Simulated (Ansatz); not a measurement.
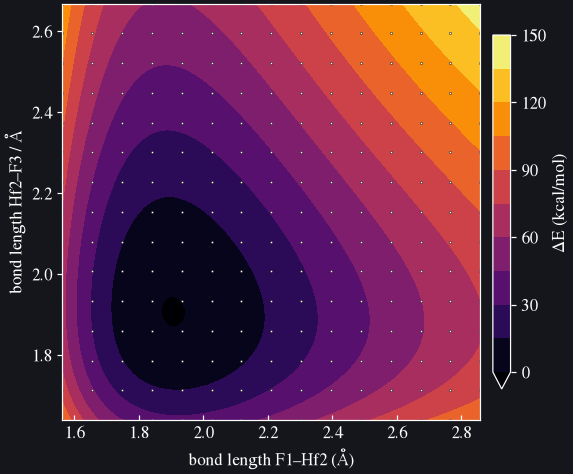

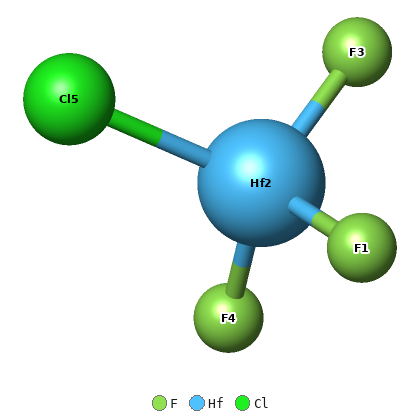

Energy landscape of ClF₃Hf, SMILES [F][Hf]([F])([F])[Cl]. 
- Coordinates scanned: (1) bond length F1–Hf2; (2) bond length Hf2–F3.
- Nothing is relaxed (all other coordinates rigid).
- Grid: 15 × 15 points.
- Points are written as (first, second).
- All energies are given in kcal/mol relative to the lowest grid point.
- The reference is spin-restricted, which grows unreliable where a bond is stretched far.
- Theory: RKS PBE-D4/def2-TZVP (Ansatz).

In the figure: filled contours, dots at the grid points. Between grid points the surface is interpolated. The second picture is the structure at the lowest point.

What does the map say about the system?

Answer. The lowest grid point is at (1.933 Å, 1.933 Å). It is the only kind of minimum in the scanned range. The highest grid point, (2.859 Å, 2.668 Å), lies 141 kcal/mol above the lowest. Round the minimum the two coordinates are weakly coupled (coupling 0.05 in units of the two stiffnesses).

The values on the grid:

```csv
"bond length Hf2–F3 ↓, bond length F1–Hf2 →",1.563,1.656,1.748,1.841,1.933,2.026,2.118,2.211,2.304,2.396,2.489,2.581,2.674,2.766,2.859
2.668,117,83,66,59,59,64,71,79,89,98,107,116,125,133,141
2.595,111,77,59,53,53,57,64,73,82,91,101,110,118,126,134
2.521,105,70,53,46,46,50,57,66,75,84,93,102,111,119,127
2.448,98,64,46,39,39,43,50,59,68,77,86,95,104,112,120
2.374,92,57,40,32,32,36,43,51,61,70,79,88,96,104,112
2.301,85,51,33,26,25,29,36,44,53,62,71,80,89,97,104
2.227,79,44,26,19,19,23,29,37,46,55,64,73,81,89,97
2.154,74,39,20,13,12,16,23,31,39,48,57,66,74,82,90
2.080,69,34,15,7,7,10,17,25,33,42,51,60,68,76,84
2.007,66,30,11,3,2,6,12,20,29,37,46,55,63,71,78
1.933,64,28,9,1,0,3,9,17,26,34,43,51,60,67,75
1.860,66,29,10,2,0,4,9,17,25,34,43,51,59,67,74
1.786,71,35,15,6,5,8,14,21,29,38,46,54,62,70,77
1.713,83,46,26,17,15,18,23,30,38,47,55,63,71,79,86
1.639,103,65,45,36,33,36,41,48,56,64,72,80,88,96,103
```

Each point was launched as `ansatz run input.yaml --threads 1 --pin off --max-ram 2560MiB --backend cpu --events-out ev --progress --plain --runs-dir out`. Time for the 225 points that were run: 35 min on 1 thread of Arm Neoverse N1, on a shared host.
